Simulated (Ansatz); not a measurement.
**MP2/def2-SVP (core potential) run of InSiH4F (SMILES [F][InH][SiH3])**

What is the vertical singlet–triplet gap of InSiH4F at MP2/def2-SVP (core potential)? 

The calculation is run with Ansatz 0.2.0.

56 further runs of the same task are left out: 56 set aside as unsound or not needed.

### 1 The system as given

InSiH4F has 7 atoms, charge 0, and is taken as a singlet. SMILES: `[F][InH][SiH3]`. The shape is that of a PBE0-D4/def2-TZVP optimisation.

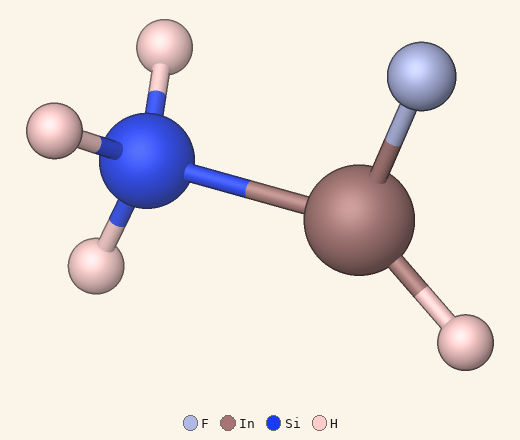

The structure, seen from a chosen angle (fluorine light blue, indium brown, silicon blue, hydrogen pink).

### 2 A single-point energy at MP2/def2-SVP (core potential)

input.yaml

```yaml
crystal:
  periodic: [false, false, false]
  atoms:
    - {symbol: F, position_ang: [-0.196000, -2.340000, 1.298800]}
    - {symbol: In, position_ang: [-0.756000, -1.164900, -0.176800]}
    - {symbol: Si, position_ang: [0.528000, 1.043100, -0.028600]}
    - {symbol: H, position_ang: [-1.937800, -1.965900, -1.125300]}
    - {symbol: H, position_ang: [1.986000, 0.765900, -0.108800]}
    - {symbol: H, position_ang: [0.226000, 1.696000, 1.272200]}
    - {symbol: H, position_ang: [0.149800, 1.965800, -1.131400]}
basis:
  gaussian:
    orbitals: def2-SVP
magnetization:
  spin_polarized: false
correlation:
  method: mp2
  frozen_orbitals: {F: 1, H: 0, In: 4, Si: 5}
accuracy: high
```

The run is started by

```sh
$ ansatz run input.yaml --threads 1 --pin off --max-ram 3480MiB --events-out events.jsonl --progress --plain --runs-dir runs
```

The program printed:

```text
Warning: RAYON_NUM_THREADS=1 ignored (pool sized by the plan → 1); use --threads N
Functional definition: HF
  name "HF"
  exchange = exact_x
  correlation = 0
1767 factors; integrals over basis functions are off by at most 7.9e-9 eV
mean field evaluation 1: about -15772.8236 eV, gradient 3.4e1 eV
mean field evaluation 2: about -15772.8881 eV, gradient 3.4e1 eV
mean field evaluation 4: about -15775.6064 eV, gradient 2.3e0 eV
mean field evaluation 8: about -15775.6521 eV, gradient 1.0e-1 eV
mean field evaluation 16: about -15775.6521 eV, gradient 2.8e-8 eV
mean field -15775.65214237 eV, -579.7445231110 hartree, gradient 2.8e-8 eV, S^2 0.000000; 0 other end points of the search recorded, 0 dependent functions left out
10 core orbitals not correlated: weight in the atoms' cores, before any rotation towards them, 1.000 or more for the frozen orbitals, at most 0.000 for the correlated occupied ones
reference -15775.65214237 eV, -579.7445231110 hartree; 14, 14 occupied and 54, 54 virtual orbitals, 1767 factors
second order -10.30168279 eV of doubles, -0.00000000 eV of singles
Total energy: -15785.95382516 eV, -580.1231029708 hartree
```

Run time: 2.6 s. Hardware: 1 thread of Arm Neoverse V2, shared host; peak memory 0.2 GiB.

### 3 The triplet at the same level

job.yaml

```yaml
crystal:
  periodic: [false, false, false]
  atoms:
    - {symbol: F, position_ang: [-0.196000, -2.340000, 1.298800]}
    - {symbol: In, position_ang: [-0.756000, -1.164900, -0.176800]}
    - {symbol: Si, position_ang: [0.528000, 1.043100, -0.028600]}
    - {symbol: H, position_ang: [-1.937800, -1.965900, -1.125300]}
    - {symbol: H, position_ang: [1.986000, 0.765900, -0.108800]}
    - {symbol: H, position_ang: [0.226000, 1.696000, 1.272200]}
    - {symbol: H, position_ang: [0.149800, 1.965800, -1.131400]}
basis:
  gaussian:
    orbitals: def2-SVP
magnetization:
  spin_polarized: true
  initial_magnetization: 2
correlation:
  method: mp2
  frozen_orbitals: {F: 1, H: 0, In: 4, Si: 5}
accuracy: high
```

The run is started by

```sh
$ ansatz run job.yaml --threads 1 --pin off --max-ram 3480MiB --events-out events.jsonl --progress --plain --runs-dir runs
```

The program printed (excerpt; [...] marks lines left out):

```text
Warning: RAYON_NUM_THREADS=1 ignored (pool sized by the plan → 1); use --threads N
[... 2 set-up lines as earlier in the session ...]
[...]
1766 factors; integrals over basis functions are off by at most 7.9e-9 eV
[...]
mean field -15771.40907107 eV, -579.5885931168 hartree, gradient 2.7e-8 eV, S^2 2.007063; 7 other end points of the search recorded, 0 dependent functions left out
10 core orbitals not correlated: weight in the atoms' cores, before any rotation towards them, 1.000 or more for the frozen orbitals, at most 0.000 for the correlated occupied ones
reference -15771.40907107 eV, -579.5885931168 hartree; 15, 13 occupied and 53, 55 virtual orbitals, 1766 factors
second order -10.06714630 eV of doubles, -0.00000000 eV of singles
Total energy: -15781.47621737 eV, -579.9585539195 hartree
```

Wall time 7.2 s (1 thread of Arm Neoverse V2, shared host); peak memory 0.27 GiB.

### 4 Outcome

Level: MP2/def2-SVP (core potential), 10 core orbitals frozen.

| quantity | value |
| --- | --- |
| singlet: total energy | -580.12310 Eh |
| singlet: correlation energy (10 core orbitals frozen) | -378.6 mEh |
| triplet: total energy | -579.95855 Eh |
| triplet: correlation energy (10 core orbitals frozen) | -370.0 mEh |
| triplet: ⟨S²⟩ of the reference determinant | 2.007 |
| vertical energy of the triplet above the singlet | 4.478 eV |

In words: At this shape the triplet lies 4.48 eV (432 kJ/mol) above the singlet.
